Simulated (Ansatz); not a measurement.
# CuH2 (doublet): what the fields show

```json
{"atom": "Cu", "x (Å)": "0.0000", "y (Å)": "0.0000", "z (Å)": "0.0000"}
{"atom": "H", "x (Å)": "-0.0172", "y (Å)": "-0.0212", "z (Å)": "1.5233"}
{"atom": "H", "x (Å)": "0.0172", "y (Å)": "0.0212", "z (Å)": "-1.5233"}
```

Geometry: r2SCAN-D4/def2-TZVPD.

These are results of Ansatz, UKS PBE0-D4/def2-TZVPD, not measurements.

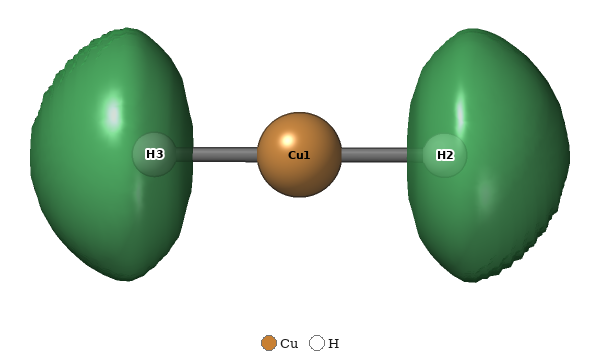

Figure 1. Isosurface of the electron localisation function at 0.9 (green), seen from one side. Core shells and regions of very low density are left out.

Question: Where are the electrons localised?

Answer: At this value the surface marks out two regions around hydrogen nuclei. Along the contacts the grid gives the following. Cu–H (1.52 Å): the ELF climbs to about 1 towards the hydrogen.

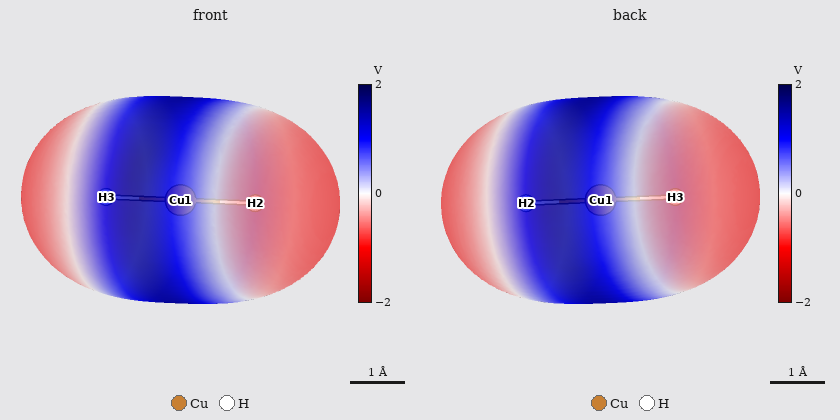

Figure 2. The electrostatic potential painted on the density surface at 0.001 e/bohr³, seen from the front and from behind; the colour scale runs from red (negative) to blue (positive).

Question: Which sites attract a positive test charge, and which a negative one?

Answer: A positive charge is drawn to the negative regions and a negative charge to the positive ones. The most negative region (about −0.6 V) lies over H2 and H3, the most positive (about +1.5 V) over Cu1.

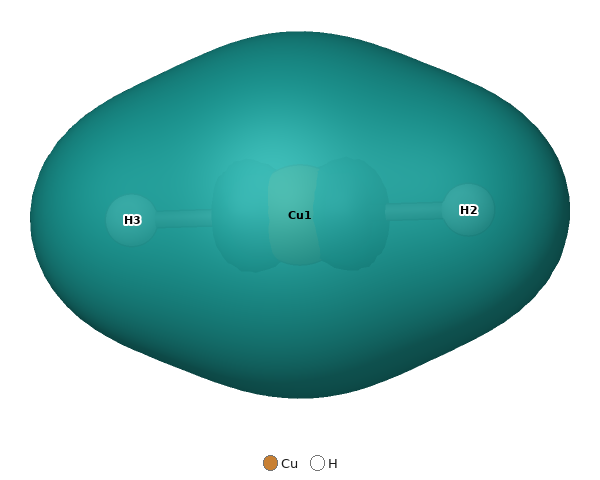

Figure 3. The HOMO−1 (α) at ±0.1 Å⁻³ᐟ² (teal and pink are the two phases), seen from one side.

Question: What is the character of this orbital?

Answer: Its weight (Hirshfeld) is mainly on Cu1 (about 60 %), H2 (about 20 %) and H3 (about 20 %); it is of σ type; it is gerade (even under inversion). Its energy is −9.11 eV.

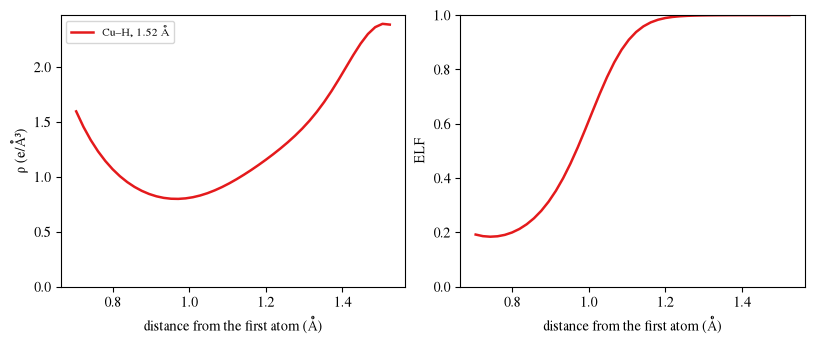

Figure 4. Electron density and ELF along straight lines between neighbouring atoms. The curves leave out the atomic cores.

Question: What can be read from the curves?

Answer: Cu–H (1.52 Å): the density is about 1.2 e/Å³ at the midpoint; the ELF climbs to about 1 towards the hydrogen.
